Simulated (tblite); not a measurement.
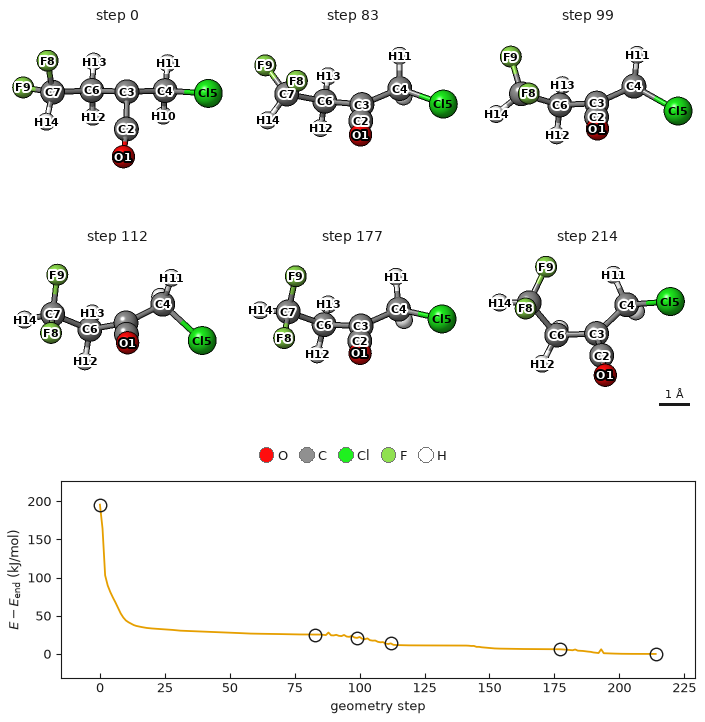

Frames of a relaxation of C5H5ClF2O (charge +1, multiplicity 2), marked on the history of the run. A ball-and-stick model, seen from a free direction.

Level of theory: GFN2-xTB geometry optimisation, gas phase (tblite). 

What happens along the run?

Answer. The energy falls by 195.6 kJ/mol in 214 geometry steps. F9 moves most after the best rigid fit: 2.35 Å. Largest moves by element: F 2.35 Å, H 1.84 Å, C 0.82 Å, Cl 0.51 Å, O 0.45 Å. Some distances before and after: C2–C3 1.471 → 1.342 Å, O1–C2 1.209 → 1.134 Å, C7–F9 1.406 → 1.347 Å, C6–C7 1.505 → 1.553 Å. Among the angles between lasting bonds that change: C2–C3–C4 108.1° → 122.3°, C4–C3–C6 111.0° → 119.6°, C2–C3–C6 109.1° → 117.7°. Groups turn about C6–C7 by about 115°. The run took 1.6 s on 1 thread of Arm Neoverse V1, on a shared host. From step 0 to 83: O and F atoms move most (0.87 Å), energy −170.3 kJ/mol. From step 83 to 99: F and H atoms move most (0.47 Å), energy −4.30 kJ/mol. From step 99 to 112: F atoms move most (0.68 Å), energy −7.20 kJ/mol. From step 112 to 177: Cl5 moves most (1.07 Å), energy −7.69 kJ/mol. From step 177 to 214: O1 moves most (1.04 Å), energy −6.14 kJ/mol.

```
step  E − E(0), kJ/mol
   0              0.00
   1            -31.29
   2            -92.59
   3           -105.98
   4           -114.56
   5           -121.73
   6           -128.32
   7           -135.40
   8           -142.56
   9           -147.89
  10           -151.76
  21           -162.50
  31           -165.12
  42           -166.66
  53           -168.08
  64           -169.32
  74           -169.87
  85           -170.24
  96           -173.22
 107           -179.69
 117           -184.20
 128           -184.47
 139           -184.53
 150           -187.99
 160           -189.07
 171           -189.20
 182           -190.78
 193           -189.47
 203           -195.49
 214           -195.61
```
